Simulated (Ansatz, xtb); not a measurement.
**Loss of H2: SiH2F2 → SiF2 + H2**

Species: SiH2F2 `F[SiH2]F`, singlet; SiF2 `F[Si]F`, singlet; H2 (hydrogen), singlet. 

Shapes, held fixed at every level: PBE0-D4/def2-TZVP. Programs: Ansatz 0.2.0, xtb 6.7.1. The zero-point and thermal change to 298 K, harmonic and unscaled (PBE0-D4/def2-TZVP), is -13.6 kJ/mol.

| level | kind | ΔH(298 K) (kJ/mol) | less CCSD(T)/CBS estimate |
| --- | --- | --- | --- |
| GFN2-xTB | semi-empirical | +240.4 | +92.3 |
| HF/def2-TZVPP | Hartree–Fock | +171.3 | +23.2 |
| r2SCAN-D4/def2-TZVPP | meta-GGA | +157.4 | +9.3 |
| BHLYP-D4/def2-TZVPP | global hybrid | +160.2 | +12.1 |
| wB97M-V/def2-TZVPP | range-separated hybrid | +133.7 | -14.4 |
| wB97X-V/def2-TZVPP | range-separated hybrid | +154.1 | +6.0 |
| B2PLYP/def2-TZVPP | double hybrid | +143.3 | -4.8 |
| CCSD(T)/CBS estimate | coupled cluster or CI | +148.1 | 0.0 |

The highest level, CCSD(T)/CBS estimate, gives ΔH(298 K) = +148.1 kJ/mol; the levels span +133.7 to +240.4. GFN2-xTB strays far from the other rows. The column of differences is taken from that level and isn't an error. No measured value is set beside it here. The CBS estimate extrapolates MP2 from def2-TZVPP and def2-QZVPP and adds CCSD(T) − MP2 in the triple-zeta set, cores frozen; for H2 it overshoots the exact energy by about 1 mEh.

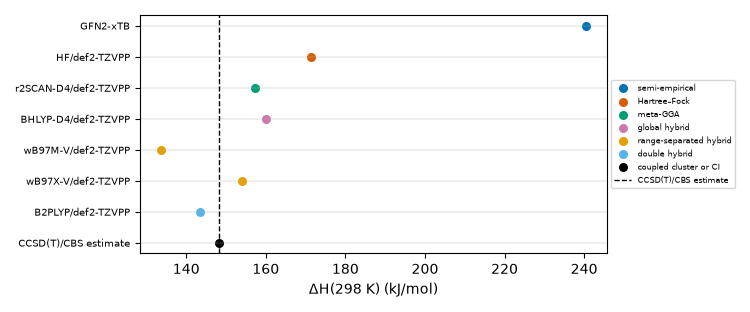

The values of the table, level by level.
